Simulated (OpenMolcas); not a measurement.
# Sn⁺: RASSCF and RASPT2 terms and fine-structure levels, part 2 of 3

Wanted: the level scheme of Sn⁺ from active-space wave functions, then second-order correlation under several settings.

OpenMolcas 26.06; ANO-RCC-VTZP, DKH2, active space 3 electrons in 9 orbitals (RAS2 5s 5p; RAS3 5d, at most 2 electrons), orbitals: per spin and parity. Earlier steps stand in the parts before.

### 9 CASPT2: IPEA 0.25, imaginary shift 0.1 (closed shells correlated: 4d)

The input, a.inp:

```
>>> COPY JOB001 $Project.JobIph
&CASPT2
Multistate=1 1
Frozen=9 9
IPEA=0.25
Imaginary=0.1
MaxIter=60
WThr=0.0 0.3 0.05
PrWF=0.5
NoMix
>>> COPY JOB002 $Project.JobIph
&CASPT2
Multistate=8 1 2 3 4 5 6 7 8
Frozen=9 9
IPEA=0.25
Imaginary=0.1
MaxIter=60
WThr=0.0 0.3 0.05
PrWF=0.5
NoMix
>>> COPY JOB003 $Project.JobIph
&CASPT2
Multistate=3 1 2 3
Frozen=9 9
IPEA=0.25
Imaginary=0.1
MaxIter=60
WThr=0.0 0.3 0.05
PrWF=0.5
NoMix
>>> COPY JOB004 $Project.JobIph
&CASPT2
Multistate=9 1 2 3 4 5 6 7 8 9
Frozen=9 9
IPEA=0.25
Imaginary=0.1
MaxIter=60
WThr=0.0 0.3 0.05
PrWF=0.5
NoMix
```

Log:

```text
Orbital specifications:
      -----------------------

      Symmetry species                           1   2
                                                ag  au
      Frozen orbitals                            9   9
      Inactive orbitals                          5   0
      Active orbitals                            6   3
      Secondary orbitals                        16  20
      Deleted orbitals                           0   0
      Number of basis functions                 36  32
Type of calculation                        SS-CASPT2
      Fock operator                              state-specific
      IPEA shift                                 0.25
      Real shift                                 0.00
      Imaginary shift                            0.10
      The input orbitals will be transformed to quasi-canonical
Reference energy:       -6171.6943490421
      E2 (Non-variational):      -0.4089308834
      Shift correction:          -0.0001522868
      E2 (Variational):          -0.4090831703
      Total energy:           -6172.1034322123
      Residual norm:              0.0000002766
      Reference weight:           0.93603
      Contributions to the CASPT2 correlation energy
      Active & Virtual Only:         -0.0024787830
      One Inactive Excited:          -0.0810166041
      Two Inactive Excited:          -0.3254354964
::    CASPT2 Root  1     Total energy:  -6172.10343221
Orbital specifications:
      -----------------------

      Symmetry species                           1   2
                                                ag  au
      Frozen orbitals                            9   9
      Inactive orbitals                          5   0
      Active orbitals                            6   3
      Secondary orbitals                        16  20
      Deleted orbitals                           0   0
      Number of basis functions                 36  32
Type of calculation                        MS-CASPT2
      Fock operator                              state-specific
      IPEA shift                                 0.25
      Real shift                                 0.00
      Imaginary shift                            0.10
      The input orbitals will be transformed to quasi-canonical
Reference energy:       -6172.2283953605
      E2 (Non-variational):      -0.4236458014
      Shift correction:          -0.0001976853
      E2 (Variational):          -0.4238434867
      Total energy:           -6172.6522388472
      Residual norm:              0.0000000517
      Reference weight:           0.93348
      Contributions to the CASPT2 correlation energy
      Active & Virtual Only:         -0.0087194074
      One Inactive Excited:          -0.0891799603
      Two Inactive Excited:          -0.3257464337
Reference energy:       -6172.2283953599
      E2 (Non-variational):      -0.4236185202
      Shift correction:          -0.0001962884
      E2 (Variational):          -0.4238148086
      Total energy:           -6172.6522101685
      Residual norm:              0.0000000515
      Reference weight:           0.93352
      Contributions to the CASPT2 correlation energy
      Active & Virtual Only:         -0.0086920867
      One Inactive Excited:          -0.0891799990
      Two Inactive Excited:          -0.3257464346
::    CASPT2 Root  1     Total energy:  -6172.65223885
::    CASPT2 Root  2     Total energy:  -6172.65221017
::    CASPT2 Root  3     Total energy:  -6172.65221052
::    CASPT2 Root  4     Total energy:  -6172.11766371
::    CASPT2 Root  5     Total energy:  -6172.11766439
::    CASPT2 Root  6     Total energy:  -6172.11766418
::    CASPT2 Root  7     Total energy:  -6172.11767157
::    CASPT2 Root  8     Total energy:  -6172.11787443
::    MS-CASPT2 Root  1     Total energy:  -6172.65223885
::    MS-CASPT2 Root  2     Total energy:  -6172.65221052
::    MS-CASPT2 Root  3     Total energy:  -6172.65221017
::    MS-CASPT2 Root  4     Total energy:  -6172.11788321
::    MS-CASPT2 Root  5     Total energy:  -6172.11767319
::    MS-CASPT2 Root  6     Total energy:  -6172.11766967
::    MS-CASPT2 Root  7     Total energy:  -6172.11765817
::    MS-CASPT2 Root  8     Total energy:  -6172.11765405
Orbital specifications:
      -----------------------

      Symmetry species                           1   2
                                                ag  au
      Frozen orbitals                            9   9
      Inactive orbitals                          5   0
      Active orbitals                            6   3
      Secondary orbitals                        16  20
      Deleted orbitals                           0   0
      Number of basis functions                 36  32
Type of calculation                        MS-CASPT2
      Fock operator                              state-specific
      IPEA shift                                 0.25
      Real shift                                 0.00
      Imaginary shift                            0.10
      The input orbitals will be transformed to quasi-canonical
Reference energy:       -6172.0453924304
      E2 (Non-variational):      -0.3970086118
      Shift correction:          -0.0001245066
      E2 (Variational):          -0.3971331184
      Total energy:           -6172.4425255488
      Residual norm:              0.0000005748
      Reference weight:           0.94132
      Contributions to the CASPT2 correlation energy
      Active & Virtual Only:         -0.0026596104
      One Inactive Excited:          -0.0687176756
      Two Inactive Excited:          -0.3256313258
Reference energy:       -6172.0453924304
      E2 (Non-variational):      -0.3970088206
      Shift correction:          -0.0001245082
      E2 (Variational):          -0.3971333288
      Total energy:           -6172.4425257592
      Residual norm:              0.0000005749
      Reference weight:           0.94132
      Contributions to the CASPT2 correlation energy
      Active & Virtual Only:         -0.0026598188
      One Inactive Excited:          -0.0687176760
      Two Inactive Excited:          -0.3256313258
::    CASPT2 Root  1     Total energy:  -6172.44252555
::    CASPT2 Root  2     Total energy:  -6172.44252576
::    CASPT2 Root  3     Total energy:  -6172.44254570
::    MS-CASPT2 Root  1     Total energy:  -6172.44254570
::    MS-CASPT2 Root  2     Total energy:  -6172.44252576
::    MS-CASPT2 Root  3     Total energy:  -6172.44252555
Orbital specifications:
      -----------------------

      Symmetry species                           1   2
                                                ag  au
      Frozen orbitals                            9   9
      Inactive orbitals                          5   0
      Active orbitals                            6   3
      Secondary orbitals                        16  20
      Deleted orbitals                           0   0
      Number of basis functions                 36  32
Type of calculation                        MS-CASPT2
      Fock operator                              state-specific
      IPEA shift                                 0.25
      Real shift                                 0.00
      Imaginary shift                            0.10
      The input orbitals will be transformed to quasi-canonical
Reference energy:       -6171.9739841505
      E2 (Non-variational):      -0.4087235866
      Shift correction:          -0.0002400657
      E2 (Variational):          -0.4089636523
      Total energy:           -6172.3829478028
      Residual norm:              0.0000001014
      Reference weight:           0.93422
      Contributions to the CASPT2 correlation energy
      Active & Virtual Only:         -0.0092043056
      One Inactive Excited:          -0.0742996420
      Two Inactive Excited:          -0.3252196390
Reference energy:       -6171.9739841503
      E2 (Non-variational):      -0.4088782083
      Shift correction:          -0.0002416992
      E2 (Variational):          -0.4091199076
      Total energy:           -6172.3831040579
      Residual norm:              0.0000000789
      Reference weight:           0.93407
      Contributions to the CASPT2 correlation energy
      Active & Virtual Only:         -0.0092687332
      One Inactive Excited:          -0.0743898544
      Two Inactive Excited:          -0.3252196208
::    CASPT2 Root  1     Total energy:  -6172.38294780
::    CASPT2 Root  2     Total energy:  -6172.38310406
::    CASPT2 Root  3     Total energy:  -6172.38310997
::    CASPT2 Root  4     Total energy:  -6172.38309536
::    CASPT2 Root  5     Total energy:  -6172.38308130
::    CASPT2 Root  6     Total energy:  -6172.30937643
::    CASPT2 Root  7     Total energy:  -6172.30185041
::    CASPT2 Root  8     Total energy:  -6172.30185029
::    CASPT2 Root  9     Total energy:  -6172.30185193
::    MS-CASPT2 Root  1     Total energy:  -6172.38310998
::    MS-CASPT2 Root  2     Total energy:  -6172.38310406
::    MS-CASPT2 Root  3     Total energy:  -6172.38309535
::    MS-CASPT2 Root  4     Total energy:  -6172.38308129
::    MS-CASPT2 Root  5     Total energy:  -6172.38295328
::    MS-CASPT2 Root  6     Total energy:  -6172.30937097
::    MS-CASPT2 Root  7     Total energy:  -6172.30185191
::    MS-CASPT2 Root  8     Total energy:  -6172.30185041
::    MS-CASPT2 Root  9     Total energy:  -6172.30185029
```

This run: 8.1 s of run time, 1 thread, shared host.

SS-RASPT2: lowest energy less the reference's lowest, -0.4238 hartree; reference weights 0.921 to 0.942. These are the single-state energies of the run (the lines without MS-).

Levels with spin-orbit coupling, from the RASSI matrix with the averaged CASPT2 term energies on its diagonal:

```json
{"Configuration": "5s2 5p", "Term": "2P*", "J": "1/2", "E (cm-1)": "0.0", "Leading %": "100", "Second": ""}
{"Configuration": "5s2 5p", "Term": "2P*", "J": "3/2", "E (cm-1)": "3750", "Leading %": "100", "Second": ""}
{"Configuration": "5s 5p2", "Term": "4P", "J": "1/2", "E (cm-1)": "46070", "Leading %": "99", "Second": ""}
{"Configuration": "5s 5p2", "Term": "4P", "J": "3/2", "E (cm-1)": "47600", "Leading %": "100", "Second": ""}
{"Configuration": "5s 5p2", "Term": "4P", "J": "5/2", "E (cm-1)": "49620", "Leading %": "98", "Second": ""}
{"Configuration": "5s 5p2", "Term": "2D", "J": "3/2", "E (cm-1)": "61400", "Leading %": "99", "Second": ""}
{"Configuration": "5s 5p2", "Term": "2D", "J": "5/2", "E (cm-1)": "61850", "Leading %": "98", "Second": ""}
{"Configuration": "5s 5p2", "Term": "2P", "J": "1/2", "E (cm-1)": "76100", "Leading %": "52", "Second": "47 2S"}
```

The strongest lines between these levels (SS-RASPT2 energies, vacuum wavelengths; moments from the reference wave functions; branching within the model space):

```tsv
upper	lower	type	λ (nm)	A (s-1)	branching %
5s 5p2 2P 1/2	5s2 5p 2P* 1/2	E1	131.4	2.80e+09	99.3
5s 5p2 2P 1/2	5s2 5p 2P* 3/2	E1	138.2	2.06e+07	0.7
5s 5p2 2D 3/2	5s2 5p 2P* 1/2	E1	162.9	1.03e+08	99.6
5s 5p2 2D 5/2	5s2 5p 2P* 3/2	E1	172.1	7.61e+07	100.0
5s 5p2 2D 3/2	5s2 5p 2P* 3/2	E1	173.5	3.79e+05	0.4
5s 5p2 4P 3/2	5s2 5p 2P* 1/2	E1	210.1	6.54e+03	1.2
5s 5p2 4P 1/2	5s2 5p 2P* 1/2	E1	217	2.38e+06	75.5
5s 5p2 4P 5/2	5s2 5p 2P* 3/2	E1	218	5.63e+05	100.0
5s 5p2 4P 3/2	5s2 5p 2P* 3/2	E1	228.1	5.30e+05	98.8
5s 5p2 4P 1/2	5s2 5p 2P* 3/2	E1	236.3	7.75e+05	24.5
5s 5p2 2P 1/2	5s 5p2 4P 1/2	M1	333	3.20e+00	0.0
5s 5p2 2P 1/2	5s 5p2 4P 3/2	M1	350.9	4.84e+00	0.0
5s 5p2 2P 1/2	5s 5p2 4P 5/2	E2	377.6	1.90e-01	0.0
5s 5p2 2D 3/2	5s 5p2 4P 1/2	M1	652.5	1.50e-01	0.0
5s 5p2 2P 1/2	5s 5p2 2D 3/2	E2	680.1	1.58e+00	0.0
5s 5p2 2P 1/2	5s 5p2 2D 5/2	E2	701.7	2.65e+00	0.0
5s 5p2 2D 5/2	5s 5p2 4P 3/2	M1	701.7	4.31e-01	0.0
5s 5p2 2D 3/2	5s 5p2 4P 3/2	M1	724.7	4.32e-01	0.0
5s 5p2 2D 5/2	5s 5p2 4P 5/2	M1	817.5	1.18e+00	0.0
5s 5p2 2D 3/2	5s 5p2 4P 5/2	M1	848.8	1.71e-01	0.0
5s2 5p 2P* 3/2	5s2 5p 2P* 1/2	M1	2665	4.77e-01	99.7
5s 5p2 4P 5/2	5s 5p2 4P 3/2	M1	4958	1.32e-01	0.0
```

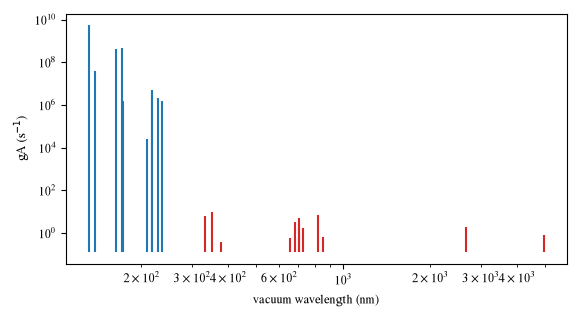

The lines as sticks of height gA, A times the degeneracy of the upper level: electric dipole blue, forbidden lines red.

### 10 CASPT2: IPEA 0, imaginary shift 0.1 (closed shells correlated: 4d)

Edit a.inp of step 9 so:

```diff
@@ -4,3 +4,3 @@
 Frozen=9 9
-IPEA=0.25
+IPEA=0.0
 Imaginary=0.1
@@ -14,3 +14,3 @@
 Frozen=9 9
-IPEA=0.25
+IPEA=0.0
 Imaginary=0.1
@@ -24,3 +24,3 @@
 Frozen=9 9
-IPEA=0.25
+IPEA=0.0
 Imaginary=0.1
@@ -34,3 +34,3 @@
 Frozen=9 9
-IPEA=0.25
+IPEA=0.0
 Imaginary=0.1
```

Log:

```text
Orbital specifications:
      -----------------------

      Symmetry species                           1   2
                                                ag  au
      Frozen orbitals                            9   9
      Inactive orbitals                          5   0
      Active orbitals                            6   3
      Secondary orbitals                        16  20
      Deleted orbitals                           0   0
      Number of basis functions                 36  32
Type of calculation                        SS-CASPT2
      Fock operator                              state-specific
      IPEA shift                                 0.00
      Real shift                                 0.00
      Imaginary shift                            0.10
      The input orbitals will be transformed to quasi-canonical
Reference energy:       -6171.6943490421
      E2 (Non-variational):      -0.4125119401
      Shift correction:          -0.0001757631
      E2 (Variational):          -0.4126877032
      Total energy:           -6172.1070367452
      Residual norm:              0.0000003605
      Reference weight:           0.93347
      Contributions to the CASPT2 correlation energy
      Active & Virtual Only:         -0.0026187815
      One Inactive Excited:          -0.0843802568
      Two Inactive Excited:          -0.3255129019
::    CASPT2 Root  1     Total energy:  -6172.10703675
Orbital specifications:
      -----------------------

      Symmetry species                           1   2
                                                ag  au
      Frozen orbitals                            9   9
      Inactive orbitals                          5   0
      Active orbitals                            6   3
      Secondary orbitals                        16  20
      Deleted orbitals                           0   0
      Number of basis functions                 36  32
Type of calculation                        MS-CASPT2
      Fock operator                              state-specific
      IPEA shift                                 0.00
      Real shift                                 0.00
      Imaginary shift                            0.10
      The input orbitals will be transformed to quasi-canonical
Reference energy:       -6172.2283953605
      E2 (Non-variational):      -0.4249656118
      Shift correction:          -0.0002218864
      E2 (Variational):          -0.4251874982
      Total energy:           -6172.6535828587
      Residual norm:              0.0000000615
      Reference weight:           0.93243
      Contributions to the CASPT2 correlation energy
      Active & Virtual Only:         -0.0089683259
      One Inactive Excited:          -0.0902133678
      Two Inactive Excited:          -0.3257839181
Reference energy:       -6172.2283953599
      E2 (Non-variational):      -0.4249656118
      Shift correction:          -0.0002218864
      E2 (Variational):          -0.4251874982
      Total energy:           -6172.6535828581
      Residual norm:              0.0000000615
      Reference weight:           0.93243
      Contributions to the CASPT2 correlation energy
      Active & Virtual Only:         -0.0089683259
      One Inactive Excited:          -0.0902133677
      Two Inactive Excited:          -0.3257839181
::    CASPT2 Root  1     Total energy:  -6172.65358286
::    CASPT2 Root  2     Total energy:  -6172.65358286
::    CASPT2 Root  3     Total energy:  -6172.65358286
::    CASPT2 Root  4     Total energy:  -6172.12137056
::    CASPT2 Root  5     Total energy:  -6172.12137056
::    CASPT2 Root  6     Total energy:  -6172.12137056
::    CASPT2 Root  7     Total energy:  -6172.12137056
::    CASPT2 Root  8     Total energy:  -6172.12137310
::    MS-CASPT2 Root  1     Total energy:  -6172.65358286
::    MS-CASPT2 Root  2     Total energy:  -6172.65358286
::    MS-CASPT2 Root  3     Total energy:  -6172.65358286
::    MS-CASPT2 Root  4     Total energy:  -6172.12137318
::    MS-CASPT2 Root  5     Total energy:  -6172.12137067
::    MS-CASPT2 Root  6     Total energy:  -6172.12137056
::    MS-CASPT2 Root  7     Total energy:  -6172.12137049
::    MS-CASPT2 Root  8     Total energy:  -6172.12137044
Orbital specifications:
      -----------------------

      Symmetry species                           1   2
                                                ag  au
      Frozen orbitals                            9   9
      Inactive orbitals                          5   0
      Active orbitals                            6   3
      Secondary orbitals                        16  20
      Deleted orbitals                           0   0
      Number of basis functions                 36  32
Type of calculation                        MS-CASPT2
      Fock operator                              state-specific
      IPEA shift                                 0.00
      Real shift                                 0.00
      Imaginary shift                            0.10
      The input orbitals will be transformed to quasi-canonical
Reference energy:       -6172.0453924304
      E2 (Non-variational):      -0.3990009113
      Shift correction:          -0.0001340081
      E2 (Variational):          -0.3991349194
      Total energy:           -6172.4445273498
      Residual norm:              0.0000007313
      Reference weight:           0.94014
      Contributions to the CASPT2 correlation energy
      Active & Virtual Only:         -0.0027926067
      One Inactive Excited:          -0.0704969423
      Two Inactive Excited:          -0.3257113622
Reference energy:       -6172.0453924304
      E2 (Non-variational):      -0.3990009113
      Shift correction:          -0.0001340081
      E2 (Variational):          -0.3991349194
      Total energy:           -6172.4445273498
      Residual norm:              0.0000007313
      Reference weight:           0.94014
      Contributions to the CASPT2 correlation energy
      Active & Virtual Only:         -0.0027926067
      One Inactive Excited:          -0.0704969423
      Two Inactive Excited:          -0.3257113622
::    CASPT2 Root  1     Total energy:  -6172.44452735
::    CASPT2 Root  2     Total energy:  -6172.44452735
::    CASPT2 Root  3     Total energy:  -6172.44452735
::    MS-CASPT2 Root  1     Total energy:  -6172.44452735
::    MS-CASPT2 Root  2     Total energy:  -6172.44452735
::    MS-CASPT2 Root  3     Total energy:  -6172.44452735
Orbital specifications:
      -----------------------

      Symmetry species                           1   2
                                                ag  au
      Frozen orbitals                            9   9
      Inactive orbitals                          5   0
      Active orbitals                            6   3
      Secondary orbitals                        16  20
      Deleted orbitals                           0   0
      Number of basis functions                 36  32
Type of calculation                        MS-CASPT2
      Fock operator                              state-specific
      IPEA shift                                 0.00
      Real shift                                 0.00
      Imaginary shift                            0.10
      The input orbitals will be transformed to quasi-canonical
Reference energy:       -6171.9739841505
      E2 (Non-variational):      -0.4123942753
      Shift correction:          -0.0003297036
      E2 (Variational):          -0.4127239789
      Total energy:           -6172.3867081294
      Residual norm:              0.0000001311
      Reference weight:           0.93089
      Contributions to the CASPT2 correlation energy
      Active & Virtual Only:         -0.0098296305
      One Inactive Excited:          -0.0772424431
      Two Inactive Excited:          -0.3253222017
Reference energy:       -6171.9739841503
      E2 (Non-variational):      -0.4123722927
      Shift correction:          -0.0003189912
      E2 (Variational):          -0.4126912839
      Total energy:           -6172.3866754342
      Residual norm:              0.0000001002
      Reference weight:           0.93101
      Contributions to the CASPT2 correlation energy
      Active & Virtual Only:         -0.0098125072
      One Inactive Excited:          -0.0772365932
      Two Inactive Excited:          -0.3253231923
::    CASPT2 Root  1     Total energy:  -6172.38670813
::    CASPT2 Root  2     Total energy:  -6172.38667543
::    CASPT2 Root  3     Total energy:  -6172.38667543
::    CASPT2 Root  4     Total energy:  -6172.38667541
::    CASPT2 Root  5     Total energy:  -6172.38667541
::    CASPT2 Root  6     Total energy:  -6172.31466023
::    CASPT2 Root  7     Total energy:  -6172.30802839
::    CASPT2 Root  8     Total energy:  -6172.30802839
::    CASPT2 Root  9     Total energy:  -6172.30802838
::    MS-CASPT2 Root  1     Total energy:  -6172.38671092
::    MS-CASPT2 Root  2     Total energy:  -6172.38667570
::    MS-CASPT2 Root  3     Total energy:  -6172.38667543
::    MS-CASPT2 Root  4     Total energy:  -6172.38667541
::    MS-CASPT2 Root  5     Total energy:  -6172.38667515
::    MS-CASPT2 Root  6     Total energy:  -6172.31465744
::    MS-CASPT2 Root  7     Total energy:  -6172.30802839
::    MS-CASPT2 Root  8     Total energy:  -6172.30802839
::    MS-CASPT2 Root  9     Total energy:  -6172.30802838
```

This run: 8.3 s of run time, 1 thread, shared host.

SS-RASPT2: lowest energy less the reference's lowest, -0.4252 hartree; reference weights 0.915 to 0.940. These are the single-state energies of the run (the lines without MS-).

Fine-structure levels, from the RASSI matrix with the averaged CASPT2 term energies on its diagonal:

```csv
Configuration,Term,J,E (cm-1),g,Leading %
5s2 5p,2P*,1/2,0.0,0.666,100
5s2 5p,2P*,3/2,3750,1.334,100
5s 5p2,4P,1/2,45930,2.663,99
5s 5p2,4P,3/2,47460,1.733,100
5s 5p2,4P,5/2,49470,1.594,98
5s 5p2,2D,3/2,60900,0.805,99
5s 5p2,2D,5/2,61360,1.208,98
5s 5p2,2P,1/2,75140,1.274,55
```

(Continued in part 3 of 3.)
